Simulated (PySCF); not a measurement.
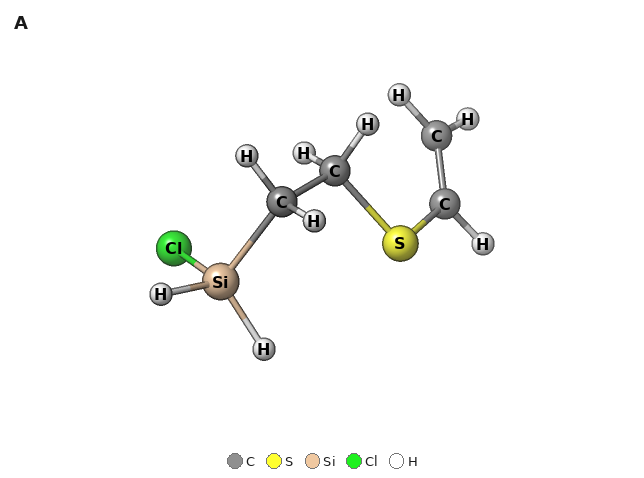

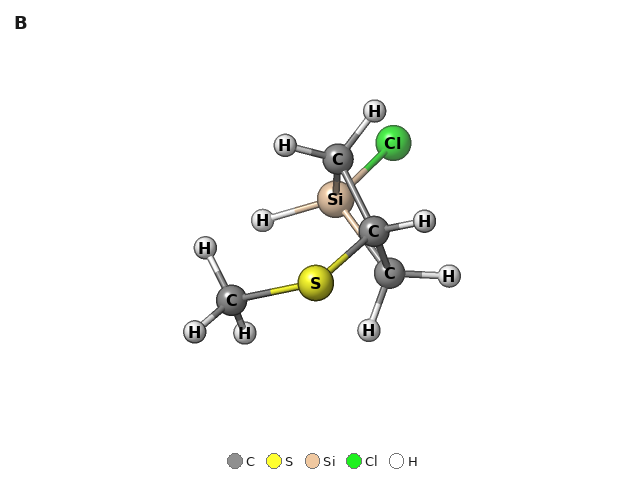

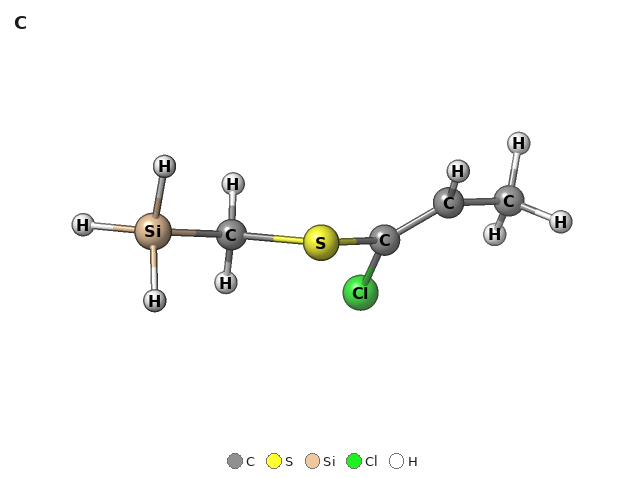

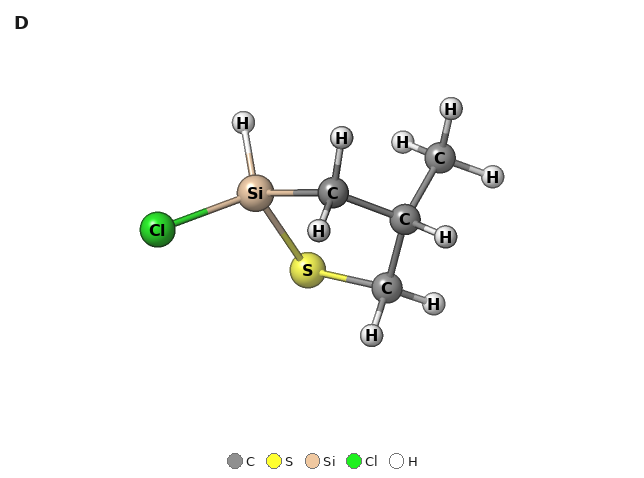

4 stationary structures of one formula. Geometries: GFN2-xTB. Electronic energies: PBE0/pcSseg-1 (PySCF 2.14.0), without zero-point energy. No frequency run is at hand to confirm each as a minimum. Each is one conformer, not always the lowest.

Question: Which structure is the most stable?

Answer: D is lowest; B lies 40.4 kcal/mol above it, A lies 47.5 kcal/mol above it, C lies 80.5 kcal/mol above it. A is `C=CSCC[SiH2]Cl`, B is `CS[C@H]1C[Si@H](Cl)C1`, C is `C/C=C(\Cl)SC[SiH3]`, D is `C[C@@H]1CS[Si@@H](Cl)C1`.

The geometry is semi-empirical. Around Si such bond lengths and angles can be off by a tenth of an ångström or more and by several degrees, and values that hang on the shape move with them.
